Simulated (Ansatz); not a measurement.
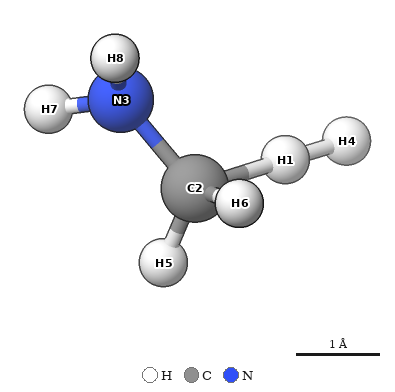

Starting structure of CH₆N (multiplicity 2). The picture is a ball-and-stick view, seen at a tilt.

The reaction that was planned forms H1–H4 and breaks H1–C2 (atoms numbered from 1 in input order).

All numbers below come from UKS PBE0-D4/def2-SVP (Ansatz).

The input:
```yaml
crystal:
  periodic: [false, false, false]
  atoms:
    - {symbol: H, position_ang: [-0.881300, -1.039100, -0.181800]}
    - {symbol: C, position_ang: [-0.147000, 0.208100, -0.398100]}
    - {symbol: N, position_ang: [0.751200, 0.386600, 0.662700]}
    - {symbol: H, position_ang: [-1.379900, -1.881500, -0.045700]}
    - {symbol: H, position_ang: [0.310800, 0.016800, -1.361000]}
    - {symbol: H, position_ang: [-0.954300, 0.928600, -0.432400]}
    - {symbol: H, position_ang: [1.724800, 0.227000, 0.466400]}
    - {symbol: H, position_ang: [0.575600, 1.153700, 1.289900]}
basis:
  gaussian: {orbitals: def2-SVP}
magnetization: {spin_polarized: true, initial_magnetization: 1}
hamiltonian: {xc: pbe0, dispersion: d4}
relax: {f_tol: 0.04, max_steps: 150, escape_saddle: false, constraints: [{distance: [0, 3]}, {distance: [0, 1]}]}
```

Launched with:
```bash
ansatz run in.yaml --threads 2 --pin off --events-out ev --progress --plain --max-ram 4352MiB
```

Predict the outcome.

After 8 geometry steps the energy has fallen by 0.149 eV. Largest force component: 0.92 eV/Å at the start, 0.026 eV/Å at the end. The largest move after the best rigid fit is that of N3, 0.33 Å. By element the largest moves are N 0.33 Å, H 0.32 Å, C 0.09 Å. Near-neighbour distances that change, for instance: C2–H5 1.083 → 1.098 Å, N3–H7 1.006 → 1.015 Å, C2–N3 1.401 → 1.393 Å. Among the angles between lasting bonds that change: H7–N3–H8 114.3° → 110.4°, C2–N3–H7 116.9° → 114.8°. The run took 8.5 s on 2 threads of Arm Neoverse V2, with other jobs on the host.

Step by step:

```json
{"step": "0", "E − E(0), eV": "0.0000", "largest force component, eV/Å": "0.9221"}
{"step": "1", "E − E(0), eV": "-0.0188", "largest force component, eV/Å": "0.3610"}
{"step": "2", "E − E(0), eV": "-0.0225", "largest force component, eV/Å": "0.0890"}
{"step": "3", "E − E(0), eV": "-0.0243", "largest force component, eV/Å": "0.1067"}
{"step": "4", "E − E(0), eV": "-0.0279", "largest force component, eV/Å": "0.2568"}
{"step": "5", "E − E(0), eV": "-0.0839", "largest force component, eV/Å": "0.3042"}
{"step": "6", "E − E(0), eV": "-0.1209", "largest force component, eV/Å": "1.2031"}
{"step": "7", "E − E(0), eV": "-0.1478", "largest force component, eV/Å": "0.0514"}
{"step": "8", "E − E(0), eV": "-0.1494", "largest force component, eV/Å": "0.0263"}
```

Final geometry:

```xyz
8

H    -0.8081   -0.9793   -0.1289
C    -0.1322    0.2769   -0.4555
N     0.8280    0.6537    0.4800
H    -1.2563   -1.8297    0.1008
H     0.2799    0.0253   -1.4411
H    -0.9936    0.9545   -0.5110
H     1.6197    0.0233    0.5559
H     0.4625    0.8754    1.3999
```

After the run, drawn alike:

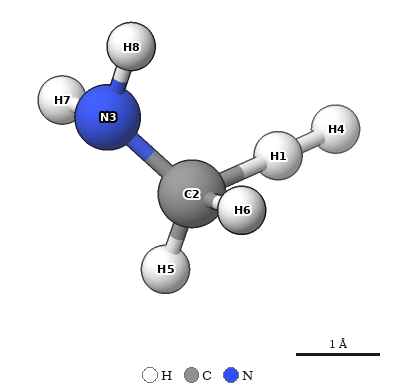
